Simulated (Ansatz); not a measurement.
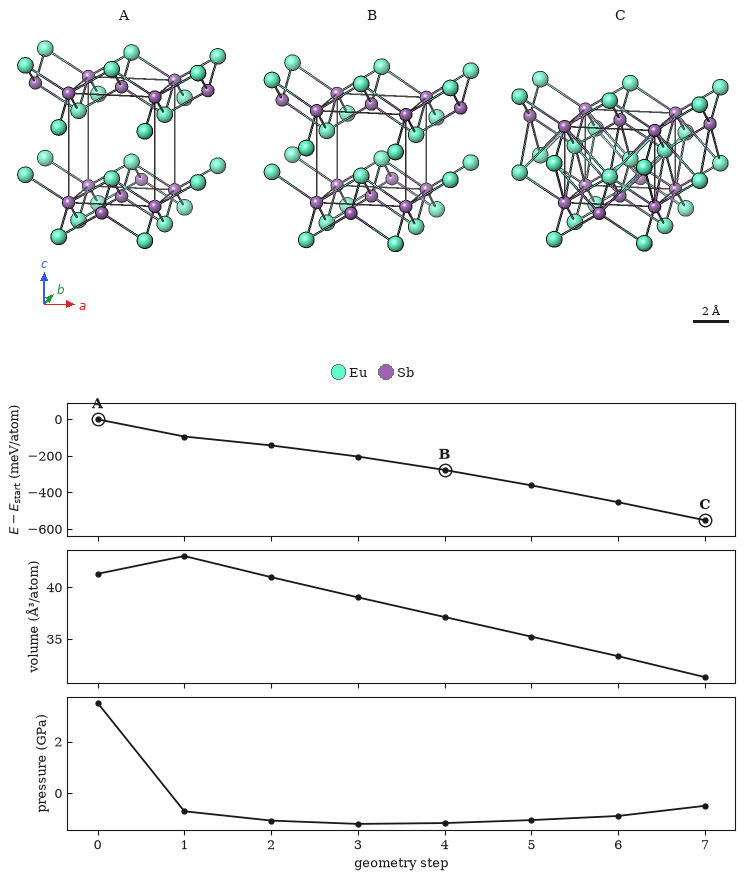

Frames of a relaxation of solid EuSb (built on the PbO type), marked on the history of the run. A ball-and-stick model of the cell of the calculation, seen slightly off an axis.

Computed with Ansatz 0.2.0, DFT PBEsol, scalar-relativistic, plane waves, PAW. (plane-wave cutoff 420 eV; k-point mesh 6 × 6 × 6; occupations gaussian; smearing width 0.05 eV; collinear spin; cell and atoms relaxed; force threshold 0.01 eV/Å; at most 60 steps)

What happens along the run?

Answer. The run was cut off at its time limit before the relaxation converged, so the last structure is only a point on the way. The largest moves relative to the cell, 0.58 Å, are those of Eu atoms. Sb stays in place. The volume changes by −24.2 %, with a = b 5.080 → 5.306 Å (+4.4 %), c 6.402 → 4.450 Å (−30.5 %). Some distances before and after: Eu–Sb 5.507 → 3.867 Å, Eu–Sb 2.958 → 3.117 Å. New bonds form: Eu–Sb (5.51 → 3.87 Å). The space group stays P4/nmm (No. 129). Over 7 geometry steps the energy falls by 552 meV per atom. The largest force component goes from 1.1 to 0.84 eV/Å. Pressure: 3.50 GPa at the start and −0.49 GPa at the end. From step 0 to 4: Eu atoms move most (0.41 Å), volume −10.1 %, energy −277 meV per atom. From step 4 to 7: Eu atoms move most (0.25 Å), volume −15.7 %, energy −275 meV per atom.

Limits of the set-up: 4f states are treated without a Hubbard U.
